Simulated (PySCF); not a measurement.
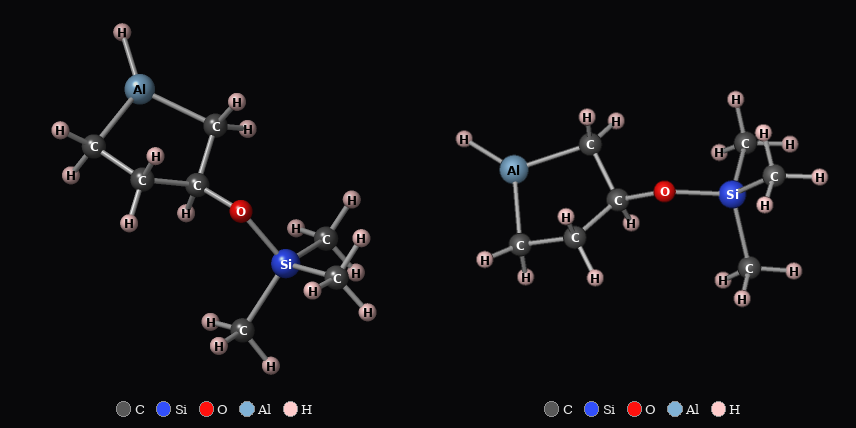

The same structure drawn twice, from different directions.

Count the atoms of each element.

Answer. C₇H₁₇AlOSi, 27 atoms: 7 carbon, 17 hydrogen, 1 aluminium, 1 oxygen and 1 silicon.

Give the symmetry (Schoenflies symbol).

Answer. C1.

More results for the same structure follow; atom numbers are the same in all pictures, views and colours differ. The computed structure is the end point of a PBE0-D3(BJ)/def2-SVP optimisation. No frequency run is at hand to confirm it as a minimum.

**Geometry**

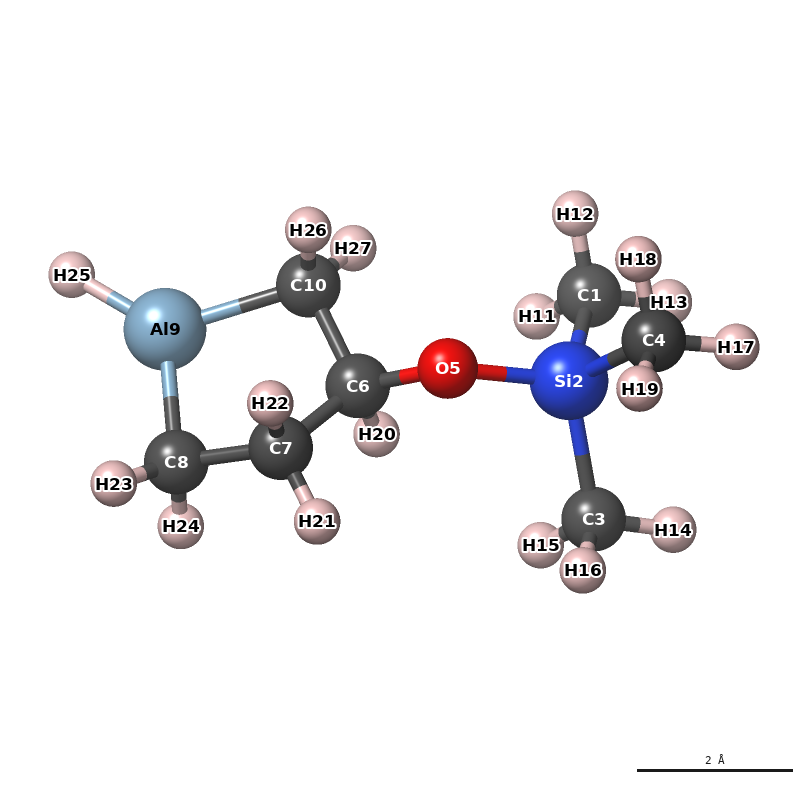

The atoms are numbered. No frequency run is at hand to confirm it as a minimum.

Give the bond lengths. Leave out bonds to hydrogen.

```
   bond  length (Å)
 C1–Si2       1.878
 Si2–C3       1.879
 Si2–C4       1.868
 Si2–O5       1.678
  O5–C6       1.409
  C6–C7       1.537
 C6–C10       1.532
  C7–C8       1.537
 C8–Al9       1.969
Al9–C10       1.965
```

**Electronic properties**

No frequency run is at hand to confirm it as a minimum. Method: PBE0/pcSseg-1, gas phase (PySCF 2.14.0).

Estimate the LUMO energy (Kohn–Sham orbital).

Answer. −1.11 eV.

Estimate the dipole moment.

Answer. 0.93 D.

Estimate the HOMO energy (Kohn–Sham orbital).

Answer. −6.97 eV.

**NMR shielding**

The questions are on isotropic NMR shieldings of the C atoms. No frequency run is at hand to confirm it as a minimum. Method: GIAO HF/pcSseg-1 NMR shielding, non-relativistic, gas phase (PySCF 2.14.0).

Which C atom is the most shielded (lowest chemical shift)?

Answer. C3 (192.3 ppm).

Which C atom is the least shielded (highest chemical shift)?

Answer. C6 (124.1 ppm).

How wide is the range of C shifts?

Answer. 68.2 ppm.

List the isotropic NMR shieldings of the C atoms.

```tsv
atom	σ (ppm)
C1	190.5
C3	192.3
C4	190.5
C6	124.1
C7	155.9
C8	184.5
C10	170.6
```

**Ring current**

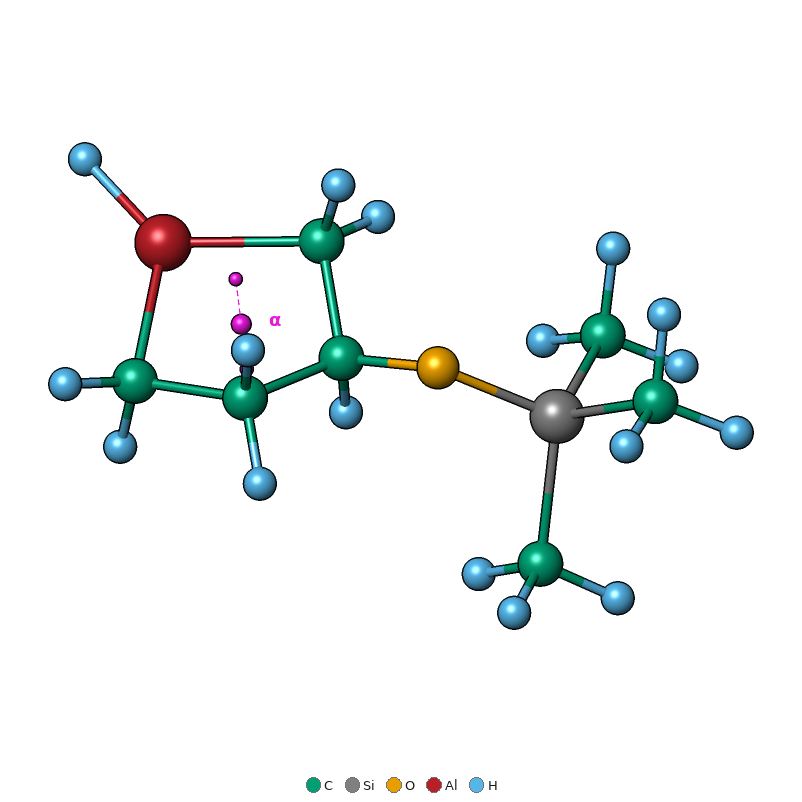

The small points mark where nucleus-independent chemical shifts (NICS) were computed: at the centre of each lettered ring and 1 Å above and below it. No frequency run is at hand to confirm it as a minimum. Properties computed with GIAO PBE0/pcSseg-1 NMR shielding, non-relativistic, gas phase (PySCF 2.14.0).

Give NICS(0), NICS(1) and the out-of-plane component NICS(1)zz for each ring (means of the two sides).

```csv
ring,members,NICS(0),NICS(1),NICS(1)zz
α,C4Al,−3.8,−3.2,−0.5
```

Values in ppm.

What do the values say about the ring currents?

Answer. Ring α: weak, as in a non-aromatic ring. NICS is one index among several.
